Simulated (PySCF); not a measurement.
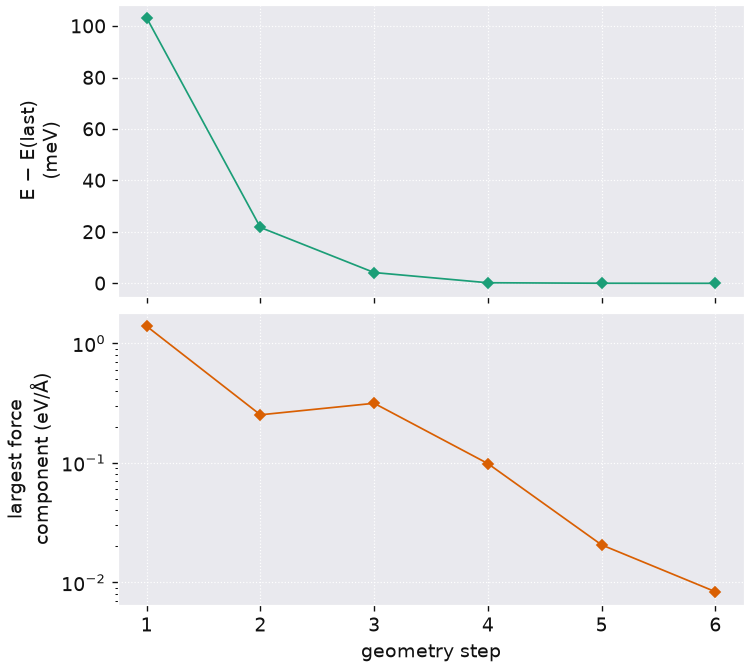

History of a geometry optimisation. The start has point group C2v, which is kept. A held symmetry can leave a saddle point.

MoSH2 molecule, multiplicity 3; UKS-based PBE0, Mo def2-TZVP with ECP28, S def2-TZVP, H def2-TZVP; non-relativistic Hamiltonian with scalar-relativistic core potentials; density fitting (PySCF 2.14.0).

How did the optimisation end?

Answer. The optimisation met its thresholds at geometry 6, counting the start as the first. The energy fell by about 100 meV from the first step to the last. The largest force component goes from about 1.4 eV/Å at the start to 8 × 10⁻³ eV/Å at the end.
